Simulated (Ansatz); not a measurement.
# Os-Ir-Ir-Os stack of (111) layers: electron–phonon coupling and resistivity, part 2 of 4

Wanted: the electron–phonon coupling λ, α²F(ω) and the phonon-limited resistivity of Os-Ir-Ir-Os stack of (111) layers, on meshes from cheap to dear.

Ansatz 0.2.0; DFT PBEsol, scalar-relativistic, plane waves, PAW; PAW set soft_1.

So far: Starting point; Rough relaxation; Relaxation.

## Step 4: Tight relaxation

Residual forces and stress shift phonon frequencies, so the cell is relaxed again, with tight thresholds and the mesh and smearing of this input.

input.yaml reads:

```yaml
crystal:
  lattice:
    - [2.6706866806, 2.8393e-06, 0.0]
    - [-1.3353457992, 2.3128810913, 0.0]
    - [0.0, 0.0, 37.1021539564]
  atoms:
    - { symbol: Os, position: [0.0, 0.0, 0.1494108033] }
    - { symbol: Ir, position: [0.3333333333, 0.6666666667, 0.2067264451] }
    - { symbol: Ir, position: [0.6666666667, 0.3333333333, 0.2690162845] }
    - { symbol: Os, position: [0.0, 0.0, 0.3263319264] }
  periodic: [true, true, false]
kpoints:
  mp_grid: { grid: [12, 12, 1] }
hamiltonian:
  xc: pbesol
  pseudopotentials: { kind: paw, azcp: { folder: soft_1 }, xc_functional: pbe }
scf:
  occupations: { method: methfessel_paxton, width: 0.2 }
output:
  forces: true
  stress: true
  eigenvalues: true
relax:
  adjacent_minimum: "off"
  f_tol: 0.001
  max_steps: 60
  cell: { stress_2d_tol: 0.002 }
```

On the command line:

```bash
$ ansatz run input.yaml --threads 4 --pin off --max-ram 12288MiB --backend cpu --events-out ev --progress --plain --runs-dir out
```

Numbers of over 12 decimals in the logs are rounded to 6 here.

The log of the run:

```text
[the first part of the log is left out]
  E_aug_tail   = 0.001596  (compensation charges beyond the density's cutoff)
  E_ewald      = 196822.160158
  E_core_change = 1.026692  (= ΣΔE_core)
  E_smearing   = 0.011529  (= −TS)
  E_closure    = 0.000000  (closes the sum)
  Σ components = -46102.709723   (vs F -46102.709723, Δ=0.00e0)
--- Forces (eV/Å), atoms counted from 1 ---
  atom   1  Os    -0.00000000    -0.00000000    -0.00024287
  atom   2  Ir     0.00000000    -0.00000000     0.00041682
[...]
0.000000      -0.000000       0.000000
  P = ½ c Tr σ = 0.0004 N/m
--- Band table (eV; the first three rows and the last of 19) ---
[...]
--- Relaxed structure (3 steps of the walk, 2 accepted, 1 SCFs on fresh bases) ---
[...]
cell:  # Å, volume = 229.1220 Å³
    - [2.670352, 2.8389406542881665e-6, 0]
    - [-1.335178, 2.312591, 0]
    - [0, 0, 37.1021539564]
  atoms:
    - { symbol: Os, position: [0, 0, 0.149394] }
    - { symbol: Ir, position: [0.333333, 0.666667, 0.206719] }
    - { symbol: Ir, position: [0.666667, 0.333333, 0.269024] }
    - { symbol: Os, position: [0, 0, 0.326348] }
```

The job ended after 16 s (4 threads of Arm Neoverse V1, shared host; peak memory 0.66 GiB; 61 s of CPU time).

Little changed from the start: no atom moved by 0.005 Å and no cell edge by 0.1 %.

## Step 5: Phonons by linear response: q 2×2×1, k 8×8×1

Couplings are defined for a stable lattice alone, so phonons come first.

input.yaml reads:

```yaml
crystal:
  lattice:
    - [2.6703518942, 2.8389e-06, 0.0]
    - [-1.3351784057, 2.312591158, 0.0]
    - [0.0, 0.0, 37.1021539564]
  atoms:
    - { symbol: Os, position: [0.0, 0.0, 0.1493942614] }
    - { symbol: Ir, position: [0.3333333333, 0.6666666667, 0.2067188399] }
    - { symbol: Ir, position: [0.6666666667, 0.3333333333, 0.2690238898] }
    - { symbol: Os, position: [0.0, 0.0, 0.3263484683] }
  periodic: [true, true, false]
kpoints:
  mp_grid: { grid: [8, 8, 1] }
hamiltonian:
  xc: pbesol
  pseudopotentials: { kind: paw, azcp: { folder: soft_1 }, xc_functional: pbe }
scf:
  occupations: { method: methfessel_paxton, width: 0.2 }
output:
  eigenvalues: true
phonons:
  method: dfpt
  qmesh: [2, 2, 1]
  temperatures: { t_max: 1000, t_step: 50 }
  qpath:
    path:
      - [0.0, 0.0, 0.0]
      - [0.5, 0.0, 0.0]
      - [0.33333333, 0.33333333, 0.0]
      - [0.0, 0.0, 0.0]
    npoints: 10
```

The log of the run:

```text
Warning: crystal.symmetry: narrowed to the stabiliser of the run's FFT grids — unitary ops 12 → 6. A phonons.method: dfpt run fills in the rows of the dynamical matrix that it does not solve by its symmetry operations, which is exact only for operations that map its FFT grids onto themselves: filled in by any other, the frequencies could depend on the order in which like atoms are typed, or, by more than the grids' own error, on where the crystal sits among the grids' points. Excluded: 6 operations. The run can therefore solve more perturbations, solve them on more k-points, or both, and cost more. [rest of the remark cut]
[...]
Crystal: 4 atoms, lattice volume = 229.122 Å³
Basis set: ecut = 420 eV, 4581 PW (Γ), exchange–correlation on 36×36×500 points (8 copies of the dense FFT grid, shifted against one another)
Bands: 40, of which v1, the nominal top of the filled ones, is band 33 counted from 1 (32 counted from 0)
Symmetry: 12 space group operations
k-points: 10 of 64 (irreducible under 6 space group operations, time reversal used)
[...]
SCF iter   1: F=—  HF=-46103.506224 eV  |F-HF|=—  |Δ(HF+E_count)|=         —  Δρ=3.04e-2  dr2=2.97e0  ethr=3.10e-3  ⟨swp⟩=14.4  Hψ=3046  notcnv=0
[...]
SCF iter  13: F=-46102.662297 eV  HF=-46102.662297 eV  |F-HF|=2.69e-10  |Δ(HF+E_count)|=   1.01e-9  S|Δr|=    0.00e0  Δρ=3.97e-8  dr2=4.94e-12  ethr=1.00e-12  ⟨swp⟩=20.9  Hψ=3954  notcnv=0
SCF 1 converged in 13 iterations: F = -46102.662297 eV  dr2 = 4.94e-12
[...]
phonons: the bands overlap, so this run is a metal and interpolates without the dipole-dipole term. If the crystal is really an insulator or semiconductor, its LO-TO splitting is missing
NSCF: frozen V_eff on 10 k-points
[...]
DFPT response loops at q = (0, 0, 0) (fractional): preconditioner auto → none (partly filled bands, converged f_vac=0.712); β = 0.50; Broyden in place of MSR1
[...]
SCF converged after 13 iterations
Stability not checked: this state was not tested for a lower state beside it, because cold or Methfessel-Paxton smearing, or corrected tetrahedra, fill the levels in a way that the test cannot read (fill_not_monotonic; see scf.lower_state_search)
Free energy (F): -46102.662297 eV
[...]
Internal energy: -46102.667787 eV  (E = F + TS)
E sigma→0 (E₀):  -46102.663669 eV
Entropy (-TS):   0.005490 eV (1.372 meV/atom)
Fermi energy:    -5.612885 eV
[...]
--- Band table (eV; the first three rows and the last of 10) ---
  k-point 0: bands = [... 29 lower, -8.2740, -8.2740, -6.5904, -6.5904, -6.5010, -6.2266, -6.2266, -5.6401, ... 3 higher]
  k-point 1: bands = [... 29 lower, -8.2037, -7.8185, -7.2215, -7.0808, -6.6794, -6.6339, -6.1467, -5.7462, ... 3 higher]
  k-point 2: bands = [... 29 lower, -7.9132, -7.6538, -7.2480, -6.8849, -6.3197, -5.6318, -5.4983, -4.7503, ... 3 higher]
  k-point 9: bands = [... 29 lower, -7.6632, -6.3696, -6.3201, -5.1610, -4.9277, -4.6273, -4.5230, -0.0588, ... 3 higher]
--- Phonons (Γ-DFPT): 8 representative perturbations + reference (Σ response iterations 46) ---
  ASR residual: 6.515e-5 → 0.000e0 eV/Å²; symmetrization residual: 1.956e-4 eV/Å²
  The last average, over the group as it would stand without the narrowing to the FFT grids, took up to 2.259e-5 eV/Å² of the zone centre's force constants
  ASR residual per site (eV/Å²): 3.38e-5 6.52e-5 4.69e-5 3.06e-5
  Γ frequencies (cm⁻¹): 0.00 0.00 0.00 56.35 56.35 101.80 115.08 115.08 123.77 123.77 195.11 214.28
--- Phonons (arbitrary-q DFPT): 2 irreducible q on the 2×2×1 mesh ---
  q = [0.0000, 0.0000, 0.0000] (star 1, of the zone-centre solve; hermiticity 1.02e-5, symmetrization 5.12e-6, taken by the last average 1.18e-6): -0.00 -0.00 -0.00 56.35 56.35 101.80 115.08 115.08 123.77 123.77 195.11 214.28
  q = [0.0000, -0.5000, 0.0000] (star 3, 12 solved perturbations in 356 linear systems a pass and spin channel, the states on 34 of 64 k-point pairs; hermiticity 6.72e-6, symmetrization 3.36e-6, taken by the last average 1.35e-6): -72.49 -61.82 85.51 96.60 109.49 134.96 144.04 149.64 151.44 156.11 199.68 204.80
  sum rule: each row above includes the acoustic sum rule's correction from the zone centre's row sums; it moved no ω² by more than (0.30 cm⁻¹)²
  mesh force constants: q→R imaginary residual 9.77e-18; ASR residual 6.515e-5 → 0.000e0 eV/Å²; symmetrization residual 1.066e-14 eV/Å²
  interpolated dispersion: 31 rows × 12 modes
  density of states and harmonic sums: on the 26×26×1 q-mesh, interpolated from the force constants of a 2×2×1 supercell (no non-analytic term)
  largest difference from the sums on the solved wave vectors: F 2.35e-1 eV, S 3.07e-4 and C_V 7.47e-5 eV/K
  zero-point energy: 0.084488 eV/cell   skipped modes (ω ≤ 0): 96, of them read as no rigid motion or as one in doubt: 93 (1.402e0 modes/cell left out, lowest -72.49 cm⁻¹)   left out of the sums: 1.17e-1 of the cell's modes: C_V's classical limit lies that fraction below 3 k_B per atom; for a crystal, a wire or a layer, F and S can be off by more, and a phonons.interpolated_qmesh denser along its periods is the remedy for the sampling
```

Elapsed: 4 min, on 4 threads; peak memory 1.3 GiB; 15 min of CPU time.

Numbers from this step:

- share of imaginary modes in the plain interpolation between solved wavevectors: 0.1168
- highest frequency, solved or plainly interpolated: 214.3 cm⁻¹

Solved on the 2×2×1 mesh alone; all other wavevectors are interpolated. The phonon branches at the labelled points (cm⁻¹):

| point | branch 1 | branch 2 | branch 3 | branch 4 | branch 9 | branch 10 | branch 11 | branch 12 |
| --- | --- | --- | --- | --- | --- | --- | --- | --- |
| Γ | 0 | 0 | 0 | 56 | 124 | 124 | 195 | 214 |
| M | -72 | -62 | 86 | 97 | 151 | 156 | 200 | 205 |
| K | 28 | 28 | 50 | 50 | 184 | 184 | 184 | 189 |
| Γ | 0 | 0 | 0 | 56 | 124 | 124 | 195 | 214 |

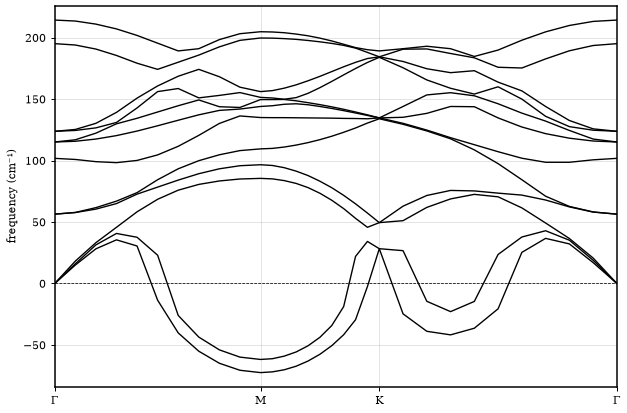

Phonon branches along the path.

Lowest modes at the softest wavevector of the mesh. Modes at q = (0.000, 0.500, 0.000), with each element's share of the kinetic energy (negative means imaginary):

```
mode  frequency (cm⁻¹)  Os %  Ir %
   1             -72.5    92     8
   2             -61.8    97     3
   3              85.5    92     8
   4              96.6    94     6
   5             109.5    38    62
   6             135.0    90    10
```

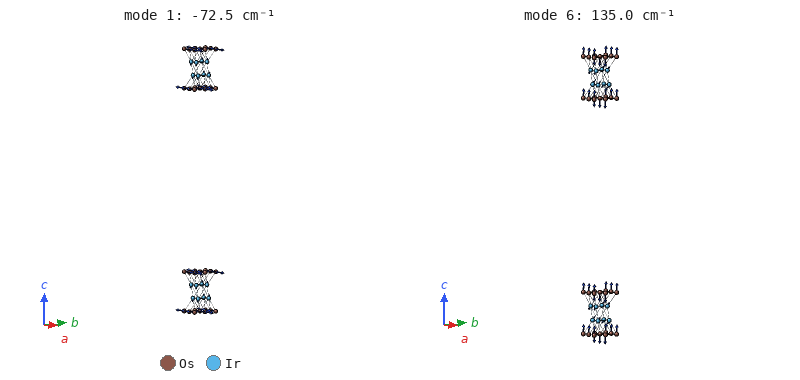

Displacement patterns of modes 1 and 6 at q = (0.000, 0.500, 0.000); arrows are exaggerated. 2×2×2 cells are drawn. Some periodic images of atoms are drawn too.

Among the solved wavevectors the lowest mode, translations apart, is -72.5 cm⁻¹, imaginary.

## Step 6: Lattice stability: q 3×3×1, k 9×9×1

An imaginary mode on so few k-points may come from the sampling, so the phonons are repeated with another q and k mesh.

Edit input.yaml of step 5 so:

```diff
@@ -12,3 +12,3 @@
 kpoints:
-  mp_grid: { grid: [8, 8, 1] }
+  mp_grid: { grid: [9, 9, 1] }
 hamiltonian:
@@ -22,3 +22,3 @@
   method: dfpt
-  qmesh: [2, 2, 1]
+  qmesh: [3, 3, 1]
   temperatures: { t_max: 1000, t_step: 50 }
```

The log of the run:

```text
[...]
Crystal: 4 atoms, lattice volume = 229.122 Å³
Basis set: ecut = 420 eV, 4581 PW (Γ), exchange–correlation on 36×36×500 points (8 copies of the dense FFT grid, shifted against one another)
Bands: 40, of which v1, the nominal top of the filled ones, is band 33 counted from 1 (32 counted from 0)
Symmetry: 12 space group operations
k-points: 12 of 81 (irreducible under 6 space group operations, time reversal used)
[...]
SCF iter   1: F=—  HF=-46103.583630 eV  |F-HF|=—  |Δ(HF+E_count)|=         —  Δρ=3.03e-2  dr2=3.22e0  ethr=3.10e-3  ⟨swp⟩=15.0  Hψ=3715  notcnv=0
[...]
SCF iter  14: F=-46102.680192 eV  HF=-46102.680192 eV  |F-HF|=2.47e-10  |Δ(HF+E_count)|=  2.18e-11  S|Δr|=    0.00e0  Δρ=1.07e-8  dr2=2.86e-13  ethr=1.00e-12  ⟨swp⟩=10.2  Hψ=3126  notcnv=0
SCF 1 converged in 14 iterations: F = -46102.680192 eV  dr2 = 2.86e-13
[...]
WARN: eigensolver did not converge (k=10): 1 band(s) unlocked after 2 eigensolves, warm-restarted (20 sweeps on the last) at ethr=3.04e-12 eV (storage-precision floor; scheduled 1.00e-12 eV) (lowest unlocked band 39, counted from 0; max residual 8.86e-6 eV among the unlocked bands, 8.86e-6 eV over every band; other slots of this pass that fall short are told together in one closing line; warning suppressed until the next SCF loop or pass starts)
[...]
SCF converged after 14 iterations
[...]
Free energy (F): -46102.680192 eV
[...]
Internal energy: -46102.671090 eV  (E = F + TS)
E sigma→0 (E₀):  -46102.677916 eV
Entropy (-TS):   -0.009102 eV (-2.276 meV/atom)
Fermi energy:    -5.574706 eV
[...]
--- Band table (eV; the first three rows and the last of 12) ---
  k-point 0: bands = [... 29 lower, -8.0963, -8.0963, -6.4212, -6.3649, -6.3649, -6.0276, -6.0276, -5.5326, ... 3 higher]
  k-point 1: bands = [... 29 lower, -8.0411, -7.7254, -7.0147, -6.8101, -6.4948, -6.4329, -5.9587, -5.6599, ... 3 higher]
  k-point 2: bands = [... 29 lower, -7.8374, -7.6681, -7.2563, -6.8780, -6.3342, -5.8270, -5.5853, -4.8420, ... 3 higher]
  k-point 11: bands = [... 29 lower, -7.6749, -6.3428, -6.3428, -4.9004, -4.7499, -4.7499, -4.5081, 0.6217, ... 3 higher]
[...]
ASR residual: 3.684e-4 → 0.000e0 eV/Å²; symmetrization residual: 1.538e-4 eV/Å²
[...]
ASR residual per site (eV/Å²): 5.93e-5 3.29e-4 3.68e-4 8.64e-5
[...]
--- Phonons (arbitrary-q DFPT): 3 irreducible q on the 3×3×1 mesh ---
[...]
interpolated dispersion: 31 rows × 12 modes
[...]
zero-point energy: 0.102519 eV/cell   skipped modes (ω ≤ 0): 3   left out of the sums: 3.43e-4 of the cell's modes: C_V's classical limit lies that fraction below 3 k_B per atom; for a crystal, a wire or a layer, F and S can be off by more, and a phonons.interpolated_qmesh denser along its periods is the remedy for the sampling
```

Elapsed: 10 min, on 4 threads; peak memory 2 GiB; 40 min of CPU time.

This step gave:

```yaml
zero_point_energy: 0.1025 eV/cell
share_of_imaginary_modes_in_the_plain_interpolation_between_solved_wavevectors: 0
highest_frequency_solved_or_plainly_interpolated: 210 cm⁻¹
```

Solved on the 3×3×1 mesh alone; all other wavevectors are interpolated. Phonon branches along the path, in cm⁻¹:

```
point  branch 1  branch 2  branch 3  branch 4  branch 9  branch 10  branch 11  branch 12
    Γ         0         0         0        48       106        106        187        196
    M       103       104       106       127       174        180        207        210
    K       132       132       133       136       152        168        168        170
    Γ         0         0         0        48       106        106        187        196
```

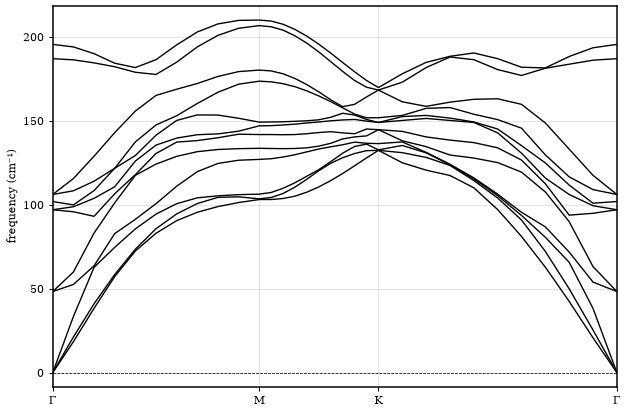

Phonon branches along the path.

Among the solved wavevectors the lowest mode, translations apart, is 48.3 cm⁻¹, so these are real on this k mesh. This mesh lacks the wavevector at which the coarser one was unstable.

(Continued in part 3 of 4.)

[Logs are printed without paths, hosts, clocks, repeated set-up lines and the standing remarks that a program may print on its own settings, such as how far it seeks lower states.]

[Hosts, paths, dates, database ids (printed as entryN), source tags and the programs' standing remarks are cut or masked in the printed files.]
